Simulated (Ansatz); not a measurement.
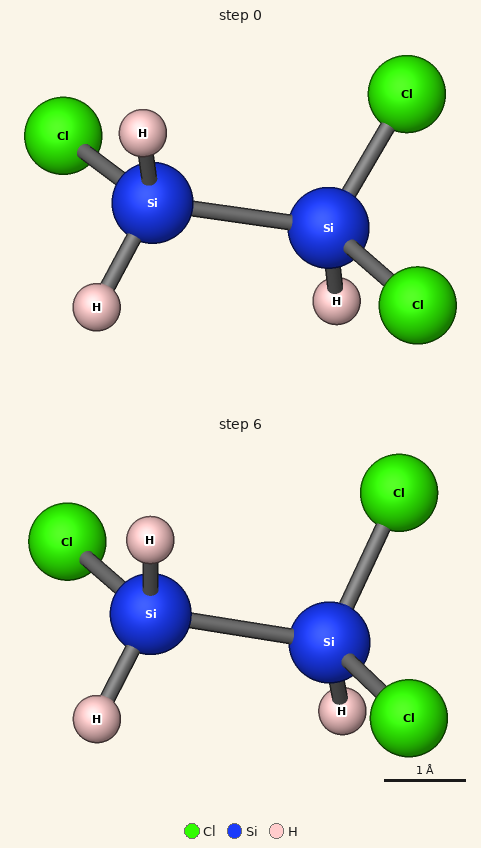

The structure of Si$_{2}$H$_{3}$Cl$_{3}$ (coarse preliminary run) before (top) and after (bottom) a relaxation, at one scale.

The picture is a ball-and-stick view, seen from a free direction.

The start comes from a force field.

All numbers below come from RKS PBE-D4/def2-SVP in Ansatz. (force threshold 0.03 eV/Å; at most 200 steps)

Describe what moved and what it gained.

After 6 geometry steps the energy has fallen by 27.5 kJ/mol. The largest force component goes from 2.8 to 0.0033 eV/Å. The largest move after the best rigid fit is that of a Cl atom, 0.17 Å. By element the largest moves are Cl 0.17 Å, H 0.10 Å, Si 0.09 Å. Some distances before and after: Cl–Si 1.956 → 2.078 Å, Si–Si 2.288 → 2.346 Å, H–Si 1.536 → 1.499 Å, H–Si 1.468 → 1.501 Å. Among the angles between lasting bonds that change: Si–Si–Cl 114.3° → 108.2°, Si–Si–Cl 112.3° → 106.7°, Cl–Si–Cl 105.5° → 110.2°.
